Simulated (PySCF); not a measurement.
Al$_{2}$H$_{6}$O$_{2}$ ((H2Al-mu-OH)2)

Input file:

```
{"job": {"kind": "nmr", "xc": "PBE0", "basis": {"default": "pcSseg-1", "Al": "pcSseg-2"}}, "charge": 0, "multiplicity": 1}
Al    -1.165982    -0.088389    -0.821238
H     -1.772239    -1.523066    -1.142001
H     -1.831658     1.239921    -1.385993
O      0.695222    -0.061499    -0.973084
Al     1.190009     0.082964     0.821185
H      1.812764     1.506851     1.155333
H      1.838924    -1.259112     1.374364
O     -0.671590     0.074164     0.971436
H      1.247412    -0.120094    -1.755130
H     -1.218201     0.071510     1.759537
```

Launched as:

```sh
OMP_NUM_THREADS=1 python probes_run.py task.json out
```

Geometry: PBE0-D3(BJ)/def2-SVP.

All numbers below come from PySCF 2.14.0, PBE0/pcSseg-1 Al:pcSseg-2, SCF density, gas phase, non-relativistic.

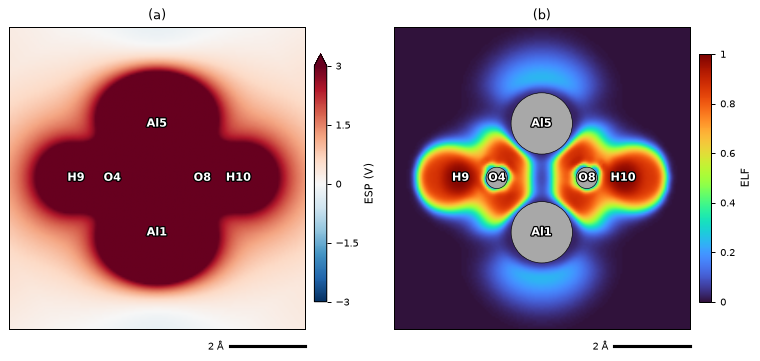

Figure 1. (a) molecular electrostatic potential; (b) electron localisation function on the plane of atoms Al1, O4 and Al5. Grey discs cover the atomic cores in the ELF map.

Interpret the plot.

The section cuts through Al, O and H sites.
Al–O (1.87 Å): the ELF peaks at about 0.90 in the valence shell of O, 0.6 Å from its nucleus, and is about 0.55 at the midpoint.
O–H (0.96 Å): the ELF climbs to about 1 towards the hydrogen, as it does in any bond to H (a covalent bond by its length).
The potential has no marked negative region in this plane.

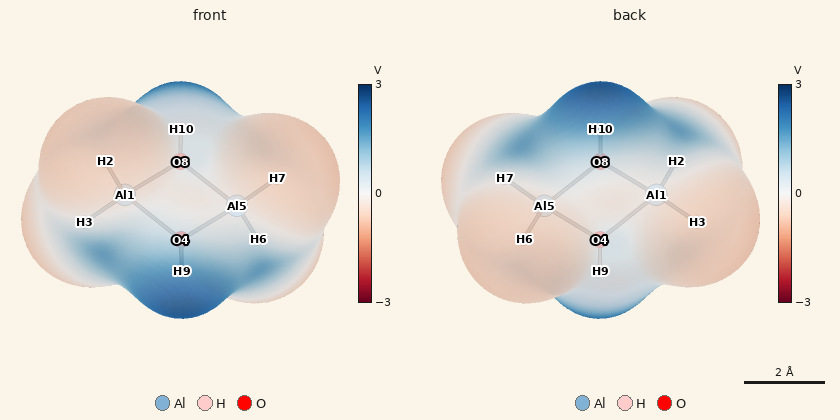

Figure 2. The electrostatic potential painted on the density surface at 0.001 e/bohr³, seen from the front and from behind; red is negative and blue positive.

Describe the electrostatic potential map.

The most negative region (about −0.7 V, or −16 kcal/mol for a unit charge) lies over H2, H3, H6 and H7, the most positive (about +2.6 V, or +60 kcal/mol for a unit charge) over H9 and H10.
